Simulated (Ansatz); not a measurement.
# Calculations on BNH₆

**1. Relaxation**

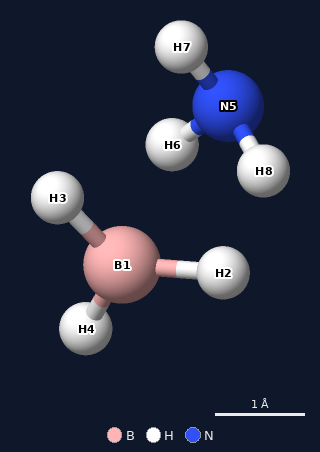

This is the input geometry for a relaxation of BNH6. The picture is a ball-and-stick view, seen from a free direction.

The run prepares an end point of a later path (reaction) calculation, from a guessed geometry.

These are results of Ansatz 0.2.0, RKS PBE/def2-mTZVP, not measurements.

Input
```yaml
crystal:
  periodic: [false, false, false]
  atoms:
    - { symbol: B, position_ang: [0.034833, 0.241681, 0.011323] }
    - { symbol: H, position_ang: [-0.13549, 0.526355, 1.157967] }
    - { symbol: H, position_ang: [1.147511, 0.219612, -0.431268] }
    - { symbol: H, position_ang: [-0.913093, 0.057275, -0.690472] }
    - { symbol: "N", position_ang: [0.007293, -2.238536, 1.168664] }
    - { symbol: H, position_ang: [-0.556849, -2.457253, 0.344417] }
    - { symbol: H, position_ang: [0.995228, -2.211284, 0.901545] }
    - { symbol: H, position_ang: [-0.263632, -1.30145, 1.535225] }
basis:
  gaussian: { orbitals: def2-mTZVP }
hamiltonian:
  xc: pbe
relax:
  f_tol: 0.03
  max_steps: 50
```

Command:
```bash
ansatz run input.yaml --threads 1 --pin off --max-ram 2048MiB --backend cpu --events-out ev --progress --plain --runs-dir out
```

What does the optimiser find from here?

Answer. The energy falls by 136.7 kJ/mol in 8 geometry steps. The largest force component goes from 0.79 to 0.021 eV/Å. The atom that moves furthest after the best rigid fit is N5 (0.70 Å). Largest moves by element: N 0.70 Å, H 0.62 Å, B 0.39 Å. Some distances before and after: B1–N5 2.737 → 1.648 Å, B1–H2 1.194 → 1.216 Å, B1–H3 1.198 → 1.217 Å, N5–H8 1.042 → 1.026 Å. New bonds form, among them: B1–N5 (2.74 → 1.65 Å). Bond angles that change, for instance: H3–B1–H4 121.2° → 113.3°, H2–B1–H3 119.5° → 113.3°. The run took 13 s on 1 thread of Arm Neoverse V1 (shared host), peak memory 0.11 GiB.

History of the run:

```json
{"step": "0", "E − E(0), kJ/mol": "0.00", "largest force component, eV/Å": "0.7871"}
{"step": "1", "E − E(0), kJ/mol": "-3.28", "largest force component, eV/Å": "1.5180"}
{"step": "2", "E − E(0), kJ/mol": "-12.00", "largest force component, eV/Å": "1.3354"}
{"step": "3", "E − E(0), kJ/mol": "-23.37", "largest force component, eV/Å": "0.6256"}
{"step": "4", "E − E(0), kJ/mol": "-52.63", "largest force component, eV/Å": "2.3541"}
{"step": "5", "E − E(0), kJ/mol": "-95.09", "largest force component, eV/Å": "2.0529"}
{"step": "6", "E − E(0), kJ/mol": "-127.90", "largest force component, eV/Å": "0.9938"}
{"step": "7", "E − E(0), kJ/mol": "-136.36", "largest force component, eV/Å": "0.0811"}
{"step": "8", "E − E(0), kJ/mol": "-136.69", "largest force component, eV/Å": "0.0211"}
```

Final geometry:

```xyz
8

B     0.0622   -0.1162    0.1731
H     0.2580    0.6233    1.1188
H     0.9789   -0.1284   -0.6265
H    -1.0260    0.0450   -0.3462
N     0.0181   -1.6355    0.8104
H    -0.1625   -2.3417    0.0882
H     0.9061   -1.8819    1.2616
H    -0.7191   -1.7281    1.5179
```

After the run, drawn alike:

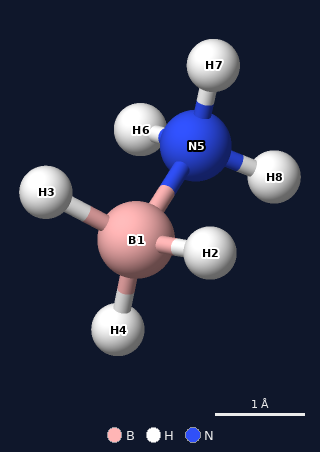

**2. Relaxation**

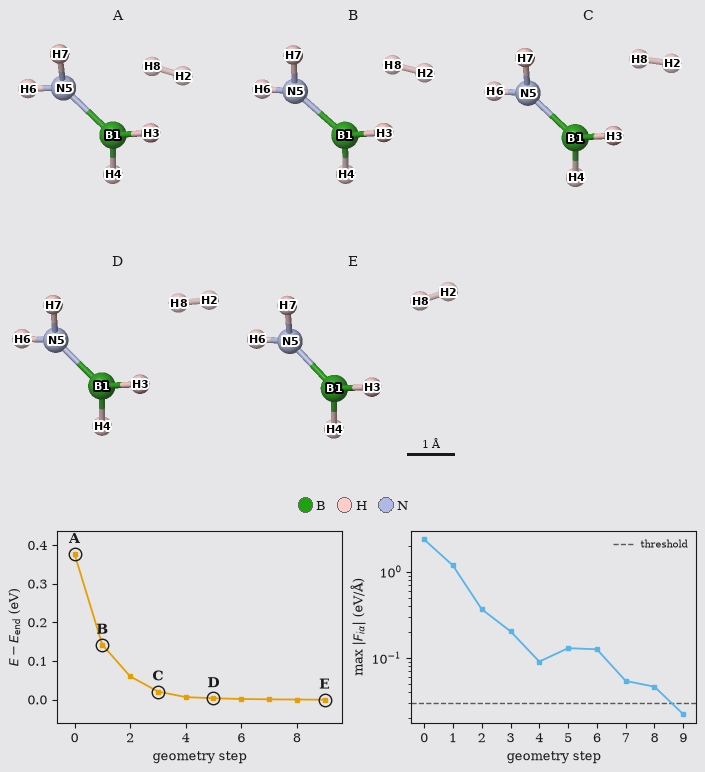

Frames of a relaxation of BNH₆, marked on the history of the run. The picture is a ball-and-stick view, seen at a tilt.

The run prepares an end point of a later path (reaction) calculation, from a guessed geometry.

These are results of Ansatz 0.2.0, RKS PBE/def2-mTZVP, not measurements.

Input
```yaml
crystal:
  periodic: [false, false, false]
  atoms:
    - { symbol: B, position_ang: [0.102129, -0.522236, -0.196071] }
    - { symbol: H, position_ang: [-0.224667, 0.418663, 1.987337] }
    - { symbol: H, position_ang: [1.133653, 0.082091, -0.268116] }
    - { symbol: H, position_ang: [-0.958473, -0.061441, -0.513796] }
    - { symbol: "N", position_ang: [0.13351, -1.910563, 0.288143] }
    - { symbol: H, position_ang: [-0.686953, -2.508558, 0.311084] }
    - { symbol: H, position_ang: [0.993678, -2.384416, 0.548725] }
    - { symbol: H, position_ang: [-0.177076, -0.27714, 1.840093] }
basis:
  gaussian: { orbitals: def2-mTZVP }
hamiltonian:
  xc: pbe
relax:
  f_tol: 0.03
  max_steps: 50
output:
  orbitals: {}
```

Command:
```bash
ansatz run input.yaml --threads 1 --pin off --max-ram 2048MiB --backend cpu --events-out ev --progress --plain --runs-dir out
```

Q: Describe the path.

A: The largest move after the best rigid fit is that of H2, 1.13 Å. Largest moves by element: H 1.13 Å, B 0.40 Å, N 0.30 Å. Among the contacts that change: B1–N5 1.471 → 1.395 Å, H2–H8 0.713 → 0.752 Å, B1–H3 1.198 → 1.202 Å. The energy falls by 0.377 eV in 9 geometry steps. Largest force component: 2.4 eV/Å at the start, 0.022 eV/Å at the end. Cost: 13 s on 1 thread of Arm Neoverse V1, on a shared host, peak memory 0.11 GiB. From step 0 to 1: H2 moves most (0.19 Å), energy −0.235 eV. From step 1 to 3: H2 moves most (0.39 Å), energy −0.121 eV. From step 3 to 5: H2 moves most (0.32 Å), energy −0.018 eV. From step 5 to 9: H2 moves most (0.24 Å), energy −0.004 eV.

**3. Path**

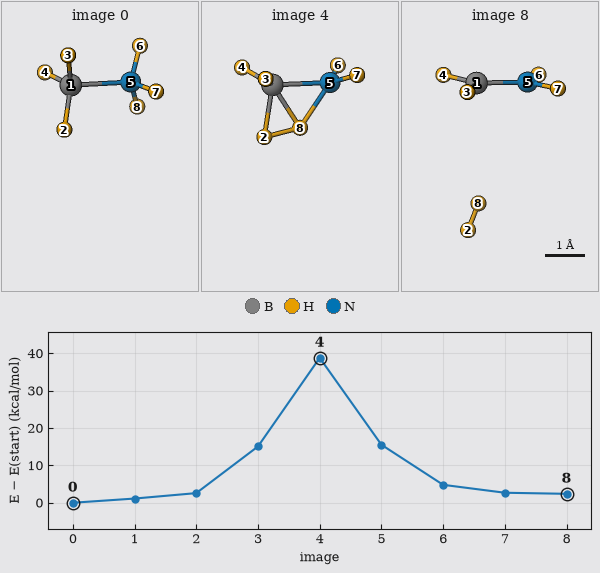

NEB run on BNH6. Images are numbered from 0 (start) to 8 (end). The picture is a ball-and-stick view, seen at a tilt.

All numbers below come from RKS PBE/def2-mTZVP in Ansatz 0.2.0. Settings: 7 movable images; climbing image; force threshold 0.05 eV/Å; iteration limit 60; starting path through a guess of the saddle point.

**What happens along the path, and what is the barrier?**

Breaking: B1–H2 (1.22 → 1.38 at the top → 3.92 Å), N5–H8 (1.03 → 1.42 at the top → 3.43 Å). Forming: H2–H8 (2.58 → 1.00 at the top → 0.75 Å). The energy climbs by 38.8 kcal/mol to image 4 and then falls by 36.4 kcal/mol, so the end point sits at +2.4 kcal/mol. The band converged in 13 iterations, with a climbing image at the top.

The run took 110 s on 1 thread of Arm Neoverse V1, on a shared host, peak memory 0.1 GiB.
